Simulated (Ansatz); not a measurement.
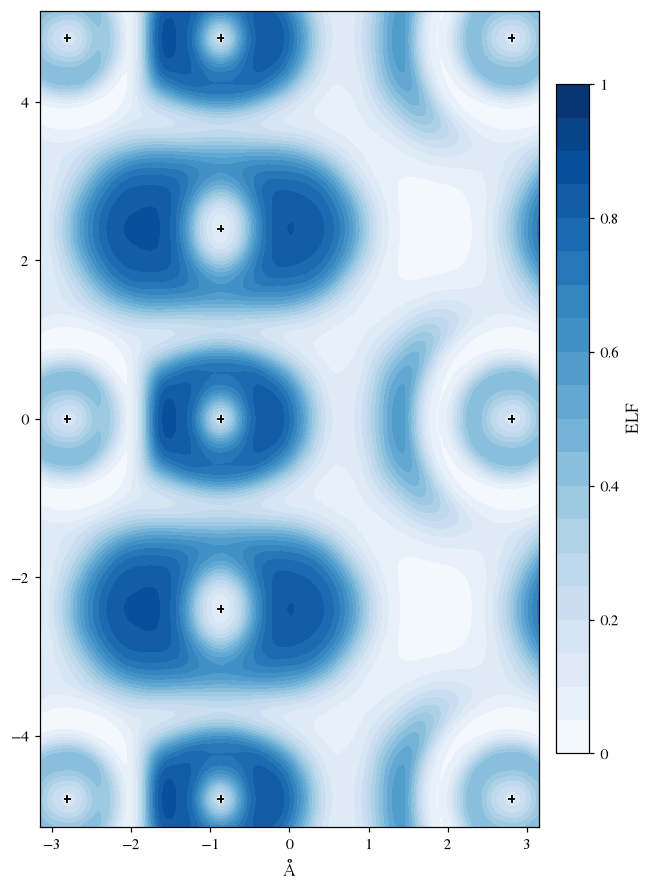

The electron localisation function on a plane through atoms (crosses mark nuclei in the plane).

The calculation used DFT PBE, scalar-relativistic, plane waves, PAW (Ansatz).

Candidates:
A. Sn₃PbO₄, a = 3.91 Å, b = 3.91 Å, c = 10.40 Å, α = 90.00°, β = 90.00°, γ = 90.00°. Space group P4mm; a structure generated by program, which may or may not match a known phase.
B. Li₅Cr, a = 5.17 Å, b = 5.17 Å, c = 4.85 Å, α = 90.00°, β = 90.00°, γ = 120.00°. Space group P-62m; a structure generated by program, which may or may not match a known phase; spin-polarised.
C. Mg₃SeO, a = 5.61 Å, b = 5.61 Å, c = 4.80 Å, α = 90.00°, β = 90.00°, γ = 120.00°. Space group P-62m; a structure generated by program, which may or may not match a known phase.

Which system is this?

Candidate C: Mg₃SeO on the (010) plane of the conventional cell, which holds Mg, Se and O. Mg–O (1.93 Å): the ELF peaks at about 0.85 in the valence shell of O, 0.7 Å from its nucleus, and is about 0.35 at the midpoint. Mg–Se (3.08 Å): the ELF is about 0.25 at the midpoint: no localised pair shows between them.
